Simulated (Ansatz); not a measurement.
# C2H9FN2Si: what the fields show

Input file:

```
crystal:
  periodic: [false, false, false]
  atoms:
    - { symbol: C, position_ang: [1.1844, -1.1591, 1.0943] }
    - { symbol: "N", position_ang: [-0.0882, -1.2729, 0.2914] }
    - { symbol: C, position_ang: [-0.0504, -0.5324, -1.0068] }
    - { symbol: Si, position_ang: [-0.3767, 1.3113, -0.8513] }
    - { symbol: "N", position_ang: [-1.773, 1.5166, 0.1878] }
    - { symbol: F, position_ang: [0.7652, 2.0737, -0.1291] }
    - { symbol: H, position_ang: [2.0421, -1.4655, 0.5383] }
    - { symbol: H, position_ang: [1.0882, -1.6943, 1.9892] }
    - { symbol: H, position_ang: [1.3001, -0.0597, 1.4318] }
    - { symbol: H, position_ang: [-0.1984, -2.2627, 0.1106] }
    - { symbol: H, position_ang: [0.944, -0.6717, -1.4591] }
    - { symbol: H, position_ang: [-0.7482, -0.9689, -1.6419] }
    - { symbol: H, position_ang: [-0.7919, 1.9735, -2.1613] }
    - { symbol: H, position_ang: [-1.7189, 0.7913, 0.9166] }
    - { symbol: H, position_ang: [-1.6002, 2.3699, 0.719] }
basis:
  gaussian: { orbitals: "6-31G" }
hamiltonian:
  xc: pbe
relax:
  f_tol: 0.015
  max_steps: 40
output:
  orbitals: {}
```

Run with:

```sh
ansatz run input.yaml --threads 1 --pin off --max-ram 2048MiB --backend cpu --events-out ev --progress --plain --runs-dir out
```

The fields are those of the relaxed geometry.

Level of theory: Ansatz 0.2.0, RKS PBE/6-31G.

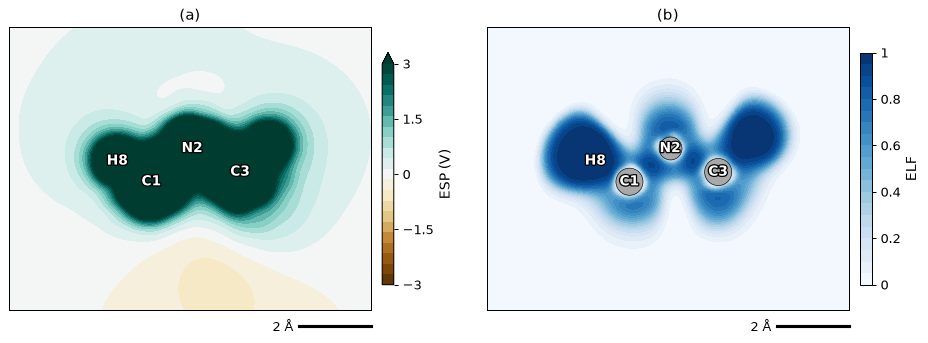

Figure 1. (a) electrostatic potential; (b) electron localisation function on the plane of atoms C1, N2 and C3. Grey discs cover the atomic cores in the ELF map.

What do the fields say about this system?

Answer. The section cuts through C, N and H sites. C–N (1.47 Å): the ELF peaks at about 0.90 between the atoms; localised, covalent bonding. C–H (1.10 Å): the ELF climbs to about 1 towards the hydrogen, as it does in any bond to H; an ordinary covalent bond to hydrogen. Outside the dense part of the molecule the potential is most negative (−0.6 V) near F6, which lies off the plane.

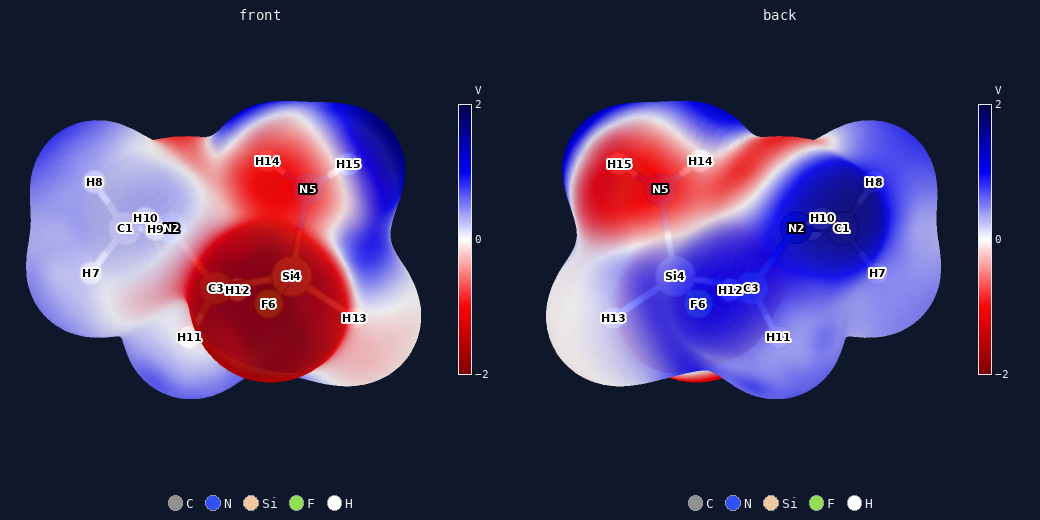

Figure 2. The electrostatic potential painted on the density surface at 0.002 e/bohr³, seen from the front and from behind; the colour scale runs from red (negative) to blue (positive).

Which sites attract a positive test charge, and which a negative one?

Answer. A positive charge is drawn to the negative regions and a negative charge to the positive ones. The most negative region (about −1.8 V) lies over F6, the most positive (about +1.7 V) over H10 and H15.

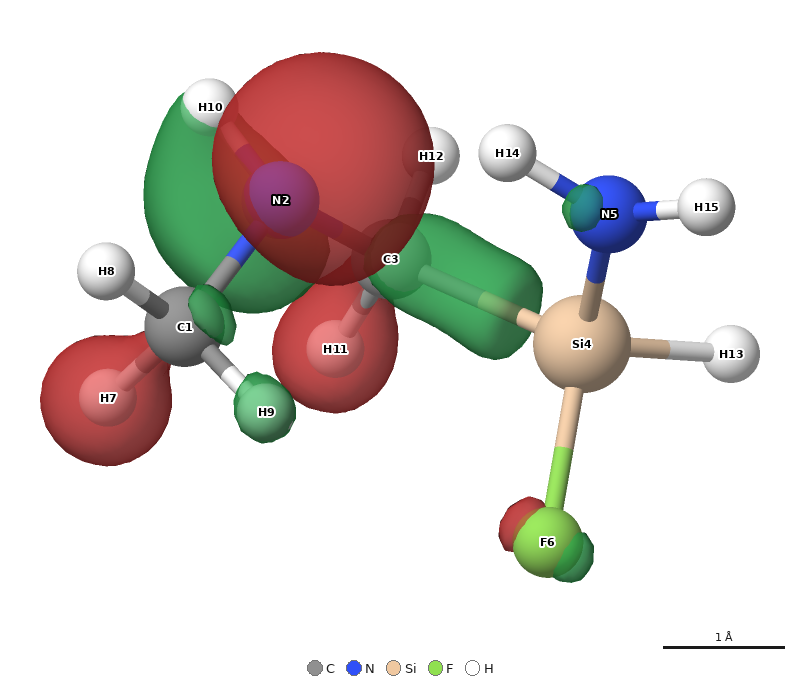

Figure 3. The HOMO at ±0.15 Å⁻³ᐟ² (green and red are the two phases), seen from one side.

Describe this orbital and give its energy.

Answer. It lies mainly on N2 (about 60 %), C3 (about 10 %) and C1 (about 5 %). Its energy is −4.73 eV.

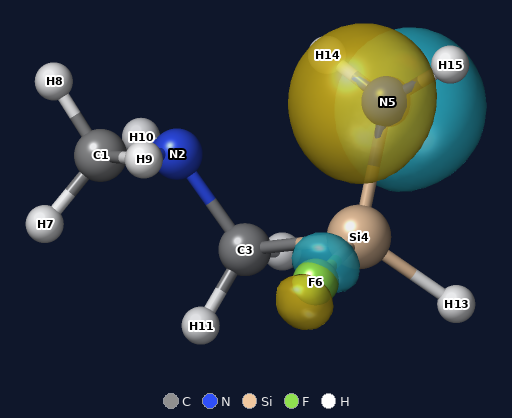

Figure 4. The HOMO−1 at ±0.15 Å⁻³ᐟ² (yellow and cyan are the two phases), seen at a tilt.

What is the character of this orbital?

Answer. It lies mainly on N5 (about 70 %); largely a lone pair of N5. Its energy is −5.62 eV.
